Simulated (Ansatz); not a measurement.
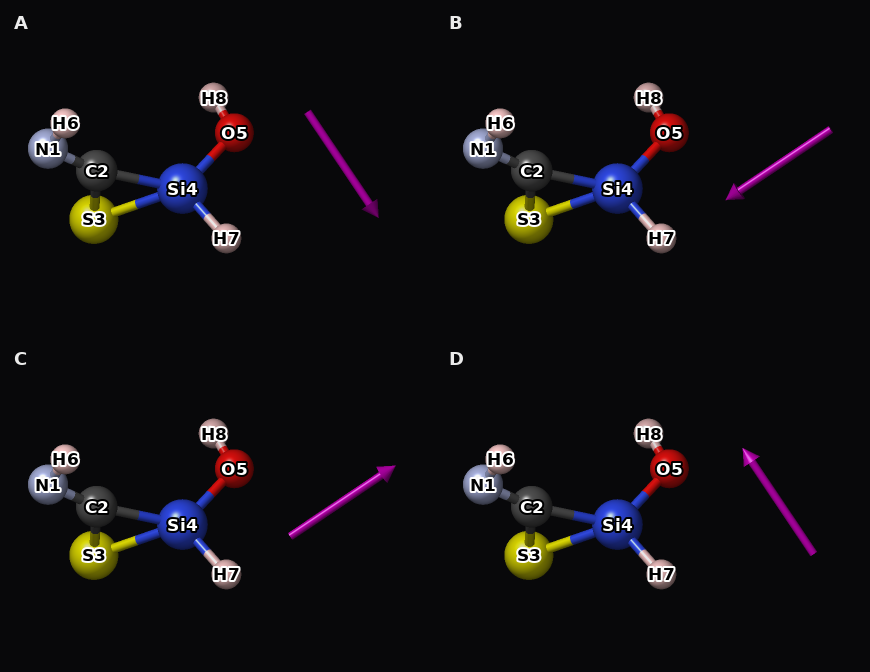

The same molecule four times, each with an arrow. The geometry was computed by an optimisation with PBE-D4/def2-SVP. No frequency run is at hand to confirm it as a minimum. Level of theory: RKS PBE-D4/def2-SVP (Ansatz 0.2.0).

### Which arrow points along the dipole moment, from the negative to the positive end?

C. The dipole moment is 2.43 D; it points from the side of S3 to the side of O5, H8 (the outermost atoms at the two ends).
